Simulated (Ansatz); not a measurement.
System: NaH3.

```xyz
8
Lattice="4.8720 0.0000 0.0000 -2.4360 4.2192 0.0000 0.0000 0.0000 3.6067" Properties=species:S:1:pos:R:3 pbc="T T T"
Na    0.0000    2.8128    0.9017
Na    2.4360    1.4064    2.7051
H     2.4360    3.5519    0.9017
H    -1.8581    3.8856    2.7051
H     0.5779    0.3337    0.9017
H     0.0000    0.6673    2.7051
H     4.2941    0.3337    0.9017
H     1.8581    3.8856    2.7051
```

Space group P6₃/mmc; started from the Ni3Sn (D0_19)_194 prototype, which need not be the ambient phase.

All numbers below come from DFT PBE, scalar-relativistic, plane waves, PAW in Ansatz 0.2.0.

Q: What will maps of the valence pseudo-density and electron localisation function show?

A: Na–H (2.55 Å): ρ at the midpoint is about 0.07 e/Å³; the ELF climbs to about 1 towards the hydrogen.

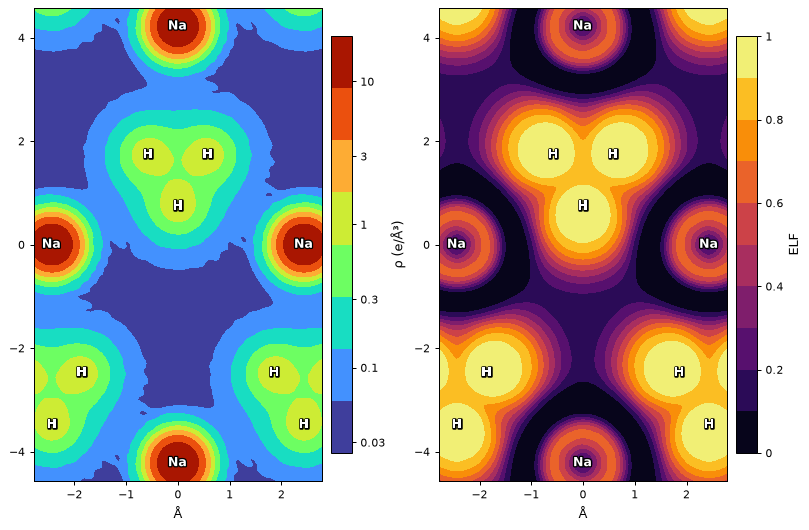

Computed valence pseudo-density and electron localisation function on the (001) plane of the conventional cell, in this order. 
